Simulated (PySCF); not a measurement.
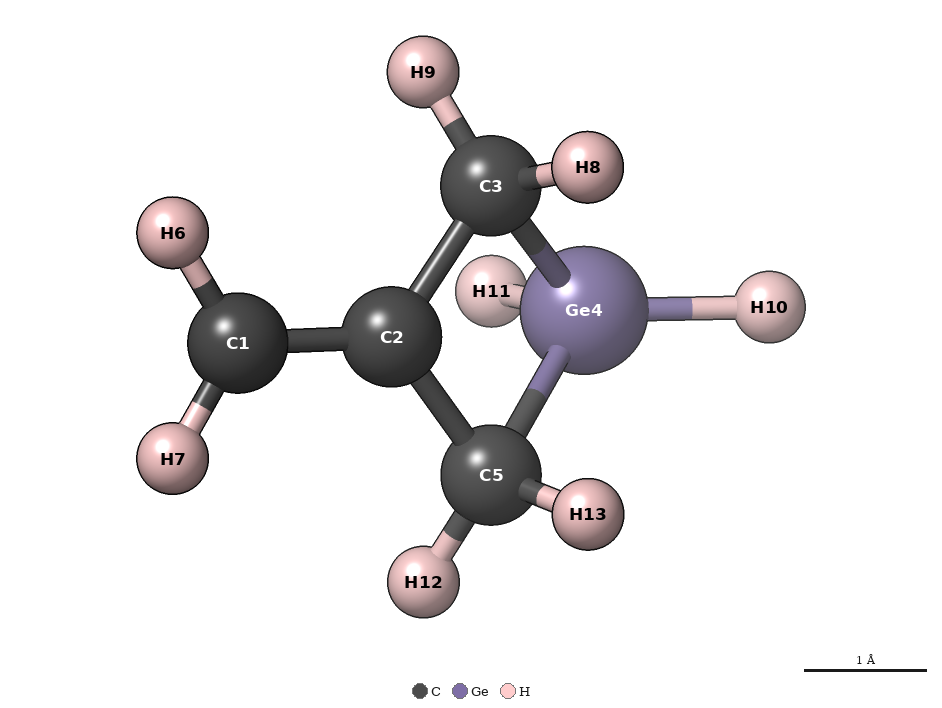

Orthographic view. Atoms fade into the background with distance from the viewer. The geometry was computed by an optimisation with PBE0-D3(BJ)/def2-SVP. No frequency run is at hand to confirm it as a minimum.

Give the geometry as a Z-matrix, atoms in numerical order, with these reference atoms: 2 to 1; 3 to 2, 1; 4 to 3, 2, 1; 5 to 2, 1, 3; 6 to 1, 2, 5; 7 to 1, 6, 2; 8 to 3, 2, 1; 9 to 3, 8, 2; 10 to 4, 5, 2; 11 to 4, 10, 5; 12 to 5, 2, 1; 13 to 5, 12, 2.

```
C  
C    1   1.336
C    2   1.516   1   127.1
Ge   3   1.986   2    86.1   1  -142.6
C    2   1.516   1   127.2   3  -165.8
H    1   1.093   2   121.2   5  -172.8
H    1   1.094   6   117.6   2  -179.8
H    3   1.104   2   111.8   1   109.4
H    3   1.098   8   109.2   2   130.7
H    4   1.541   5   119.0   2   134.4
H    4   1.538  10   111.2   5  -136.3
H    5   1.098   2   116.6   1    17.2
H    5   1.104  12   109.3   2   128.0
```
